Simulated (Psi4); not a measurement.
# CC3/cc-pVTZ run of [S2]2− ([S2]2-)

What is the energy change on altering one bond length of [S2]2− ([S2]2-) at CC3/cc-pVTZ? 

The results are computed with Psi4 1.11.

2 further runs of the same task are left out: 2 set aside as unsound or not needed.

## (1) The system as given

The species is [S2]2− (2 atoms), meant as a singlet with charge -2. The coordinates come from a GFN2-xTB relaxation.

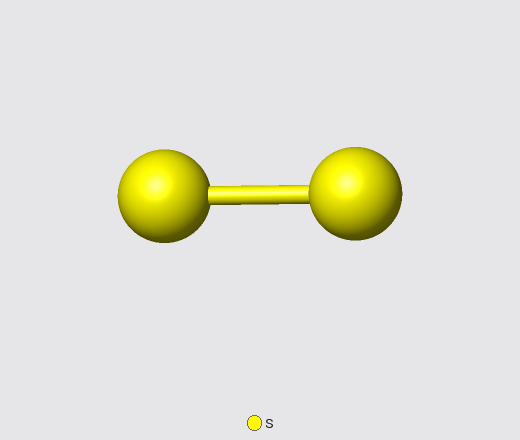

Viewed from a chosen angle; sulfur yellow.

## (2) A single-point energy at CC3/cc-pVTZ

The input, input.json:

```json
{
  "schema_name": "qcschema_input",
  "schema_version": 1,
  "molecule": {
    "schema_name": "qcschema_molecule",
    "schema_version": 2,
    "symbols": ["S", "S"],
    "geometry": [1.32518934, -1.12570985, -0.83977539, -1.32518934, 1.12570985, 0.83977539],
    "molecular_charge": -2,
    "molecular_multiplicity": 1,
    "fix_symmetry": "c1"
  },
  "driver": "energy",
  "model": {
    "method": "cc3",
    "basis": "cc-pVTZ"
  },
  "keywords": {
    "puream": true,
    "e_convergence": 1e-09,
    "d_convergence": 1e-08,
    "scf_type": "pk",
    "num_frozen_docc": 10
  }
}
```

Run with:

```bash
$ psi4 --qcschema input.json -n 1 --memory 1600MB
```

stdout, shortened:

```text
[...]
  Running in c1 symmetry.
[...]
  Nuclear repulsion =   66.288576576391122
[...]
  Multiplicity = 1
[...]
  Nalpha       = 17
  Nbeta        = 17
[...]
    Number of basis functions: 68
[...]
   @RHF iter   1:  -794.79809898325323   -3.78867e-01   5.91585e-03 ADIIS/DIIS
[...]
   @RHF iter   9:  -794.91571759848011   -2.95586e-12   3.21796e-09 DIIS
[...]
    Orbital Energies [Eh]
    ---------------------
    Doubly Occupied:
       1A    -91.450807     2A    -91.450805     3A     -8.453170
       4A     -8.452989     5A     -6.135031     6A     -6.134599
       7A     -6.133059     8A     -6.133059     9A     -6.133030
      10A     -6.133030    11A     -0.507369    12A     -0.299136
      13A      0.019303    14A      0.038576    15A      0.038576
      16A      0.170610    17A      0.170610
[...]
  @RHF Final Energy:  -794.91571759848011
   => Energetics <=
    Nuclear Repulsion Energy =             66.2885765763911223
    One-Electron Energy =               -1248.4517689157826226
    Two-Electron Energy =                 387.2474747409114002
    Total Energy =                       -794.9157175984801142
[...]
 Multipole Moments:
 ------------------------------------------------------------------------------------
     Multipole            Electronic (a.u.)      Nuclear  (a.u.)        Total (a.u.)
 ------------------------------------------------------------------------------------
 L = 1.  Multiply by 2.5417464519 to convert [e a0] to [Debye]
 Dipole X            :         -0.0000000            0.0000000           -0.0000000
 Dipole Y            :          0.0000000            0.0000000            0.0000000
 Dipole Z            :          0.0000000            0.0000000            0.0000000
 Magnitude           :                                                    0.0000000
[...]
      * MP2 total energy                      = -795.271960519499771
[...]
```

The result, in JSON:

```text
{
 "driver": "energy",
 "model": {
  "method": "cc3",
  "basis": "cc-pVTZ"
 },
 "success": true,
 "return_result": -795.3164124287025,
 "properties": {
  "calcinfo_nbasis": 68,
  "calcinfo_nmo": 68,
  "calcinfo_nalpha": 17,
  "calcinfo_nbeta": 17,
  "calcinfo_natom": 2,
  "nuclear_repulsion_energy": 66.28857657639112,
  "return_energy": -795.3164124287025,
  "scf_one_electron_energy": -1248.4517689157826,
  "scf_two_electron_energy": 387.2474747409114,
  "scf_dipole_moment": [-3.785860513971784e-13, 9.14951053655705e-15, 2.6295831361260807e-15],
  "scf_total_energy": -794.9157175984801,
  "scf_iterations": 9,
  "mp2_same_spin_correlation_energy": -0.09011765831932678,
  "mp2_opposite_spin_correlation_energy": -0.26612526270061737,
  "mp2_singles_energy": -1.1975506236155503e-27,
  "mp2_doubles_energy": -0.35624292101994415,
  "mp2_correlation_energy": -0.35624292101994415,
  "mp2_total_energy": -795.2719605194998
 }
}
```

Wall time 54 s (1 thread of Intel Xeon Platinum 8259CL at 2.50GHz (Skylake/Cascade Lake), shared host); peak memory 0.42 GiB.

## (3) The distorted shape

The input, job.in:

```
memory 1600 MB

molecule mol {
  -2 1
  S
  S 1 R2

  R2 = 2.3502
  units angstrom
  symmetry c1
  no_reorient
  no_com
}

set globals {
  basis           cc-pVTZ
  puream          true
  e_convergence   1e-09
  d_convergence   1e-08
  scf_type        pk
  num_frozen_docc 10
}

energy('cc3')
```

Run with:

```bash
$ psi4 job.in job.out -n 1
```

job.out, shortened:

```text
[...]
  Running in c1 symmetry.
[...]
  Nuclear repulsion =   57.641633023368222
[...]
  Multiplicity = 1
[...]
  Nalpha       = 17
  Nbeta        = 17
[...]
    Number of basis functions: 68
[...]
   @RHF iter   1:  -794.81295255912050   -7.08180e-01   5.66117e-03 DIIS/ADIIS
[...]
   @RHF iter   9:  -794.91846538751690   -4.43379e-12   4.53937e-09 DIIS
[...]
    Orbital Energies [Eh]
    ---------------------
    Doubly Occupied:
       1A    -91.476016     2A    -91.476015     3A     -8.475017
       4A     -8.474945     5A     -6.156253     6A     -6.156159
       7A     -6.154632     8A     -6.154632     9A     -6.154629
      10A     -6.154629    11A     -0.458886    12A     -0.337700
      13A      0.045738    14A      0.052741    15A      0.052741
      16A      0.135041    17A      0.135041
[...]
  @RHF Final Energy:  -794.91846538751690
   => Energetics <=
    Nuclear Repulsion Energy =             57.6416330233682217
    One-Electron Energy =               -1230.7037731741856987
    Two-Electron Energy =                 378.1436747633006235
    Total Energy =                       -794.9184653875167896
[...]
 Multipole Moments:
 ------------------------------------------------------------------------------------
     Multipole            Electronic (a.u.)      Nuclear  (a.u.)        Total (a.u.)
 ------------------------------------------------------------------------------------
 L = 1.  Multiply by 2.5417464519 to convert [e a0] to [Debye]
 Dipole X            :         -0.0000000            0.0000000           -0.0000000
 Dipole Y            :         -0.0000000            0.0000000           -0.0000000
 Dipole Z            :          0.0000000           -0.0000000            0.0000000
 Magnitude           :                                                    0.0000000
[...]
      * MP2 total energy                      = -795.276161226545469
[...]
```

Wall time 58 s (1 thread of Intel Xeon Platinum 8259CL at 2.50GHz (Skylake/Cascade Lake), shared host); peak memory 0.42 GiB.

## (4) Results

At CC3/cc-pVTZ, 10 core orbitals frozen:

| quantity | value |
| --- | --- |
| first shape: ground-state or mean-field energy | -795.31641 Eh |
| first shape: HOMO energy (Hartree–Fock orbitals) | 4.64 eV |
| first shape: LUMO energy (Hartree–Fock orbitals) | 15.08 eV |
| first shape: HOMO–LUMO gap (to an unbound level, set by the basis) | 10.44 eV |
| first shape: correlation energy (10 core orbitals frozen) | -400.7 mEh |
| first shape: T1 diagnostic | 0.009 |
| distorted shape: ground-state or mean-field energy | -795.32393 Eh |
| distorted shape: HOMO energy (Hartree–Fock orbitals) | 3.67 eV |
| distorted shape: LUMO energy (Hartree–Fock orbitals) | 13.48 eV |
| distorted shape: HOMO–LUMO gap (to an unbound level, set by the basis) | 9.81 eV |
| distorted shape: correlation energy (10 core orbitals frozen) | -405.5 mEh |
| distorted shape: T1 diagnostic | 0.010 |
| energy change with the S1–S2 bond stretched from 2.044 to 2.350 Å | -0.205 eV |

**Reading.** With the S1–S2 bond stretched from 2.044 to 2.350 Å the energy falls by 0.20 eV (4.7 kcal/mol). The first shape isn't relaxed at this level, so the change isn't measured from a minimum. The HOMO (first shape) lies at positive energy, 4.64 eV: the electron is unbound at this level or held by a compact basis; values depend on the basis. The HOMO (distorted shape) lies at positive energy, 3.67 eV: the electron is unbound at this level or held by a compact basis; values depend on the basis.
